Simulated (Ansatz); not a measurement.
Band structure of MgO (Fm-3m, 2 atoms in the cell).

```yaml
crystal:
  lattice:
    - [0.00000, 2.10500, 2.10500]
    - [2.10500, 0.00000, 2.10500]
    - [2.10500, 2.10500, 0.00000]
  atoms:
    - { symbol: Mg, position: [0.00000, 0.00000, 0.00000] }
    - { symbol: O, position: [0.50000, 0.50000, 0.50000] }
```

Computed with PBE, PAW files (plane waves; Ansatz, a program for electronic structure).

Settings: kpoints.mp_grid.grid = 7 7 7; hamiltonian.xc = pbe; hamiltonian.pseudopotentials = {kind: paw} (an earlier, softer set of the program's PAW files); scf.occupations.method = fermi_dirac; scf.occupations.width = 0.01 eV; kpoints.band_path.npoints = 8.

The starting cell has typed, rounded lattice constants, without a prior relaxation at this level.

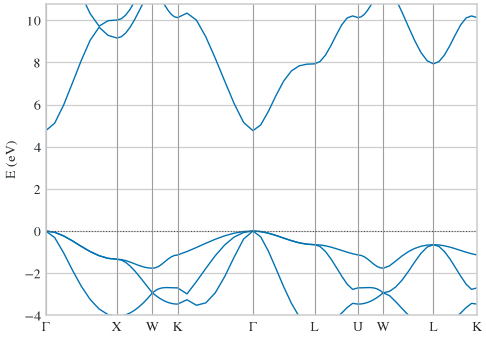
Fig. 1. Bands along the path, energies from the top of the valence band on the path.

Task: Read off roughly the gap and where its edges lie.

Result: The gap along the path is about 4.8 eV (computed: 4.76 eV), direct at Γ to within 0.01 eV.

Levels in eV from the top of the valence band on the path, bands 5 to 11:
```
point       5      6      7      8      9     10     11
-----  ------  -----  -----  -----  -----  -----  -----
Γ      -17.26   0.00   0.00   0.00   4.76  15.83  15.83
X      -15.71  -4.05  -1.34  -1.34   9.15  10.01  13.12
W      -15.65  -2.93  -2.93  -1.76  11.67  11.67  12.20
K      -15.68  -3.47  -2.70  -1.14  10.12  11.80  12.55
L      -15.93  -4.61  -0.65  -0.65   7.93  12.63  16.37
U      -15.68  -3.47  -2.70  -1.14  10.12  11.80  12.55
```

Keys are those of Ansatz 0.2.
